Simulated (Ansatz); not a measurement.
# C₂HF₂NS: what the fields show

Input

```
crystal:
  periodic: [false, false, false]
  atoms:
    - { symbol: F, position_ang: [1.3558, -0.8626, 1.2111] }
    - { symbol: C, position_ang: [0.1731, -0.6765, 0.4893] }
    - { symbol: F, position_ang: [-0.548, -1.8217, 0.507] }
    - { symbol: "N", position_ang: [0.4767, -0.1596, -0.8658] }
    - { symbol: C, position_ang: [-0.2454, 0.9243, -0.7669] }
    - { symbol: S, position_ang: [-0.764, 0.7961, 0.8612] }
    - { symbol: H, position_ang: [-0.3869, 1.732, -1.4816] }
magnetization:
  spin_polarized: true
basis:
  gaussian: { orbitals: def2-SVP }
hamiltonian:
  xc: b3lyp
relax:
  f_tol: 0.02
  max_steps: 50
output:
  orbitals: {}
```

Run with:

```sh
ansatz run input.yaml --threads 2 --pin off --max-ram 3072MiB --backend cpu --events-out ev --progress --plain --runs-dir out
```

The fields are those of the run's last geometry, not of the input's.

The calculation used Ansatz 0.2.0, UKS B3LYP/def2-SVP.

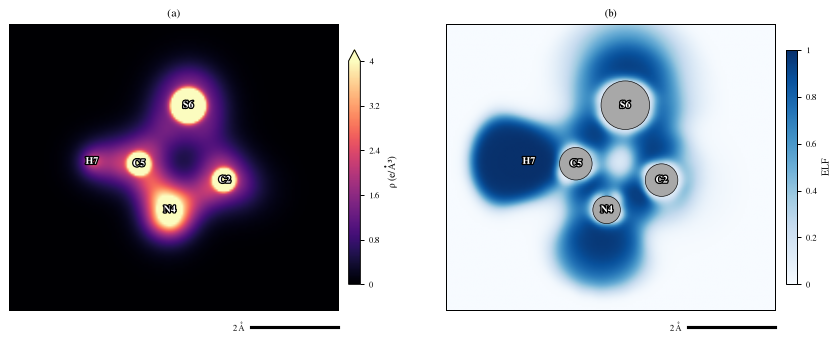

Figure 1. (a) total electron density; (b) ELF on the plane of atoms S6, C5 and H7. Grey discs cover the atomic cores in the ELF map.

Describe what can be read from this map.

Answer. The plane passes through C, N, S and H nuclei.
C–N (1.28 Å): ρ at the midpoint is about 2.8 e/Å³; the ELF peaks at about 0.90 between the atoms (localised, covalent bonding).
C–S (1.77 Å): the density is about 1.3 e/Å³ at the midpoint; the ELF peaks at about 0.90 between the atoms; localised, covalent bonding.
C–H (1.10 Å): ρ is about 2 e/Å³ halfway; the ELF climbs to about 1 towards the hydrogen, as it does in any bond to H: an ordinary covalent bond to hydrogen.
C–N (1.45 Å): the density is about 2.1 e/Å³ at the midpoint; the ELF peaks at about 0.95 between the atoms; a covalent bond.
C–S (1.93 Å): the density is about 1 e/Å³ at the midpoint; the ELF peaks at about 0.90 between the atoms (a covalent bond).
The ELF also peaks beside N4 and S6, away from the bonds: lone-pair regions.

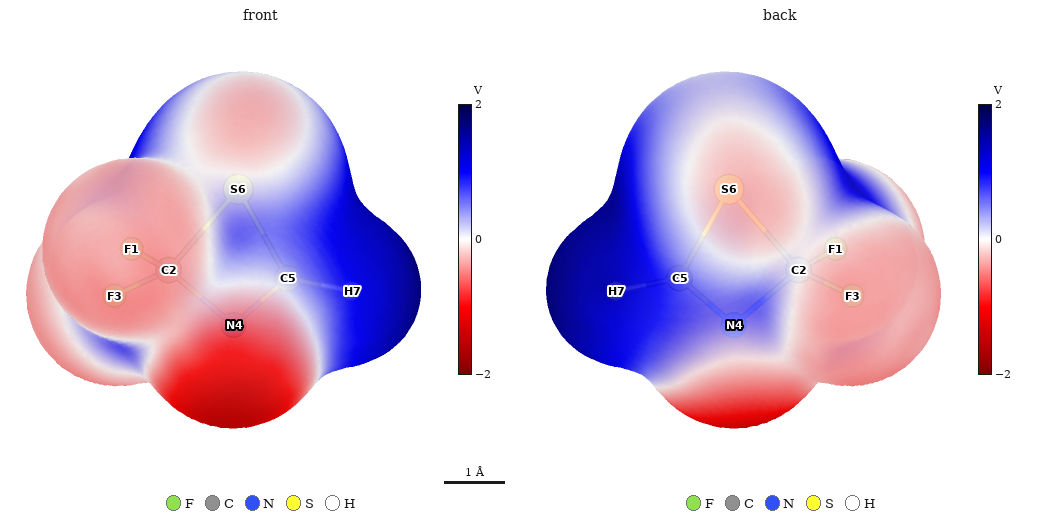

Figure 2. The molecular electrostatic potential painted on the density surface at 0.002 e/bohr³, seen from the front and from behind; red is negative and blue positive.

Describe the electrostatic potential map.

Answer. The most negative region (about −1.5 V) lies over N4, the most positive (about +1.7 V) over H7. N4 is the likeliest acceptor of a hydrogen bond.

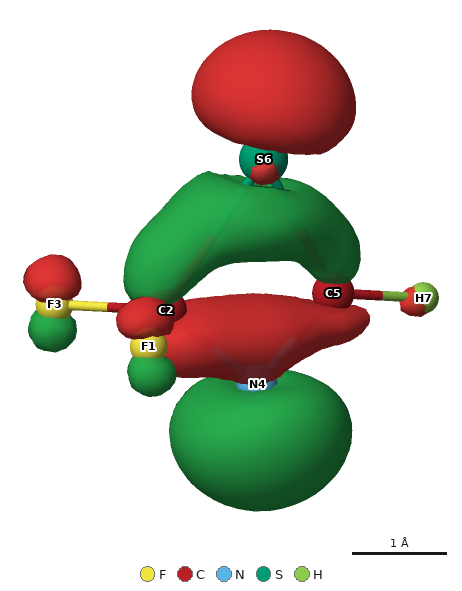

Figure 3. The HOMO−1 at ±0.15 Å⁻³ᐟ² (green and red are the two phases), seen at a tilt.

Where does this orbital lie, and at what energy?

Answer. By Hirshfeld shares it lies mainly on N4 (about 50 %), S6 (about 30 %), C2 (about 10 %) and C5 (about 5 %); largely a combination of lone pairs on N4 and S6. Its energy is −8.08 eV.
